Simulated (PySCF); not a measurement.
SMILES O[Si](O)(O)[SiH2][Si](Cl)(Cl)Cl at its PBE0/def2-SVP optimised geometry (Å):

```
14

Si     1.3523    -1.6460     0.0000
Cl     0.7101    -2.7948     1.5767
Cl     3.4105    -1.6460     0.0000
Cl     0.7496    -2.6057    -1.7522
Si     0.4141     0.4908     0.0000
Si    -1.8216     0.2458    -0.6490
O     -2.4527    -0.6960     0.5495
O     -1.8722    -0.4170    -2.1650
O     -2.6923     1.6460    -0.7519
H      0.6211     1.0881     1.3529
H      1.1973     1.2609    -1.0161
H     -3.4105    -0.8005     0.5704
H     -1.2839    -1.1662    -2.3238
H     -2.7823     2.0145    -1.6365
```

Method: PySCF with PBE0/def2-TZVP.

Map of the log10 of the electron density (e/bohr³), floored at −4 on the plane z = 1.0 Å:

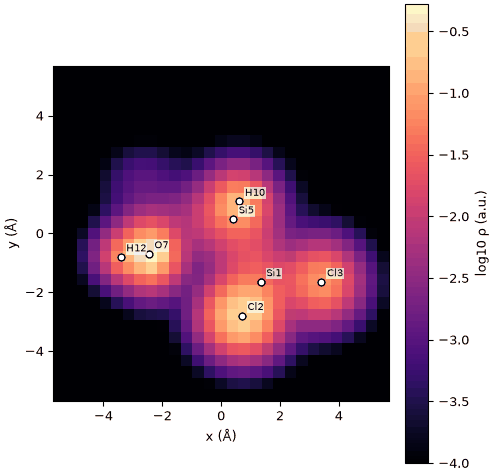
Figure. Log10 of the electron density (e/bohr³), floored at −4 on the plane z = 1.0 Å.
